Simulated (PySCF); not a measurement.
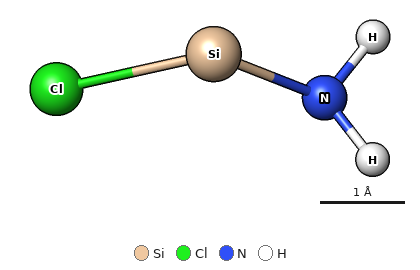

**Figure 1.** The starting structure (ball-and-stick view, seen at a tilt).

Geometry relaxation, with input and output: SiNH₂Cl

- system: SiNH₂Cl, multiplicity 3, SMILES N[Si]Cl
- method: PBE0-D3(BJ)/def2-SVP geometry optimisation, gas phase (PySCF 2.14.0)

## The input
```
{"job": {"xc": "PBE0", "basis": "def2-SVP", "d3": "d3bj", "grid": 2, "kind": "geom", "shake": 0.01}, "charge": 0, "multiplicity": 3}
Si     0.710793     0.796827    -0.219124
Cl    -0.162740     1.603977    -1.944155
N     -0.172890    -0.542504     0.439242
H     -0.616116    -0.431687     1.317561
H      0.265901    -1.463439     0.385771
```

The first line tells a small driver script what to run in PySCF; the rest is the geometry in Å.

Run on 1 CPU thread, shared host.

Launch command:
```bash
OMP_NUM_THREADS=1 python <driver script> task.json out
```

## What the program printed
```
step   0  E = -805.00327171  max force = 0.022400
step   1  E = -805.00390422  max force = 0.006260
step   2  E = -805.00479107  max force = 0.002622
step   3  E = -805.00500934  max force = 0.000449
step   4  E = -805.00501328  max force = 0.000365
optimisation converged
```

## Trajectory as extended XYZ (Å, eV, eV/Å), 5 frames, from step=0 to step=4
```
5
Properties=species:S:1:pos:R:3:forces:R:3 step=0 energy=-21905.25477
Si    0.7108    0.7968   -0.2191   -0.2938   0.0440  -0.2840
Cl   -0.1627    1.6040   -1.9442    0.1644   0.0561   0.0891
N    -0.1729   -0.5425    0.4392    0.9614  -0.4188  -0.8989
H    -0.6161   -0.4317    1.3176   -0.6850   0.1877   1.1518
H     0.2659   -1.4634    0.3858   -0.1470   0.1310  -0.0581
5
Properties=species:S:1:pos:R:3:forces:R:3 step=1 energy=-21905.27198
Si    0.3249    0.9048   -0.3641    0.3219   0.0136   0.1891
Cl   -0.5675    1.3591   -2.1911   -0.1716  -0.1069  -0.0402
N     0.0340   -0.5271    0.5558   -0.1336   0.1853  -0.0395
H    -0.4343   -0.4565    1.4552   -0.0755  -0.0712  -0.0854
H     0.6713   -1.3155    0.5215    0.0587  -0.0208  -0.0241
5
Properties=species:S:1:pos:R:3:forces:R:3 step=2 energy=-21905.29612
Si    0.3817    0.9114   -0.3625    0.1348   0.0192   0.0773
Cl   -0.5996    1.3307   -2.1559   -0.0728  -0.0539  -0.0120
N     0.0492   -0.5102    0.5514   -0.0174   0.0735  -0.0377
H    -0.4762   -0.4561    1.4187   -0.0261  -0.0476  -0.0300
H     0.6732   -1.3111    0.5257   -0.0185   0.0088   0.0024
5
Properties=species:S:1:pos:R:3:forces:R:3 step=3 energy=-21905.30206
Si    0.4244    0.9213   -0.3585   -0.0128  -0.0015   0.0045
Cl   -0.6224    1.3028   -2.1259    0.0019   0.0039  -0.0082
N     0.0634   -0.4938    0.5489    0.0231   0.0229  -0.0043
H    -0.5057   -0.4576    1.3884   -0.0013  -0.0088   0.0048
H     0.6687   -1.3080    0.5244   -0.0108  -0.0165   0.0032
5
Properties=species:S:1:pos:R:3:forces:R:3 step=4 energy=-21905.30216
Si    0.4226    0.9231   -0.3572   -0.0090  -0.0114   0.0060
Cl   -0.6209    1.3032   -2.1273    0.0010   0.0031  -0.0037
N     0.0646   -0.4929    0.5500    0.0187   0.0186  -0.0005
H    -0.5046   -0.4590    1.3897   -0.0019  -0.0054  -0.0012
H     0.6666   -1.3096    0.5222   -0.0089  -0.0050  -0.0005
```

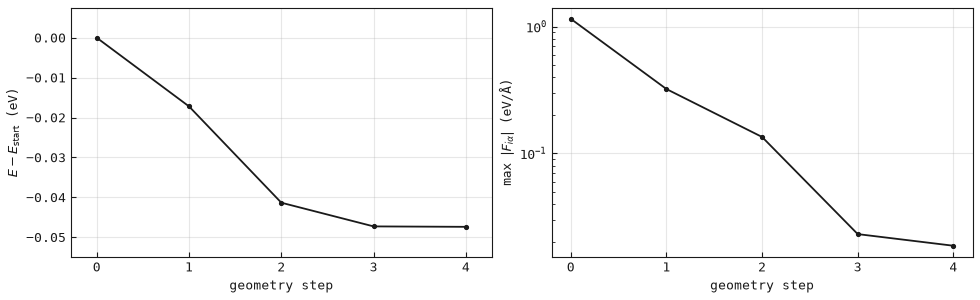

**Figure 2.** Progress of the relaxation, step by step (steps are counted from 0).

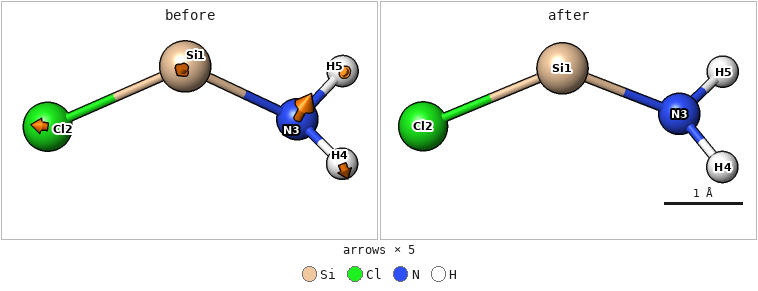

**Figure 3.** Before (left) and after (right) the relaxation, at one scale (ball-and-stick view, seen at a tilt). The orange arrows give the displacements, magnified 5 times. After 4 geometry steps the energy has fallen by 0.047 eV. Largest force component: 1.2 eV/Å at the start, 0.019 eV/Å at the end. The largest move after the best rigid fit is that of N3, 0.095 Å. By element the largest moves are N 0.095 Å, Cl 0.048 Å, Si 0.045 Å, H 0.045 Å. Among the contacts that change: N3–H4 0.990 → 1.015 Å, Si1–N3 1.734 → 1.719 Å, N3–H5 1.022 → 1.015 Å, Si1–Cl2 2.095 → 2.090 Å. Among the angles that change: Cl2–Si1–N3 113.4° → 119.5°, Si1–N3–H5 117.2° → 121.6°, Si1–N3–H4 118.6° → 121.7°. (Atoms are counted from 1 in the order of the input.)

## Key numbers

| quantity | value |
| --- | --- |
| outcome | converged |
| total energy | −805.005013 hartree |
| ⟨S²⟩ | 2.003 |
| dipole moment | 2.91 D |
| point group | Cs |
| wall time | 9.1 s |
| peak memory | 0.33 GiB |
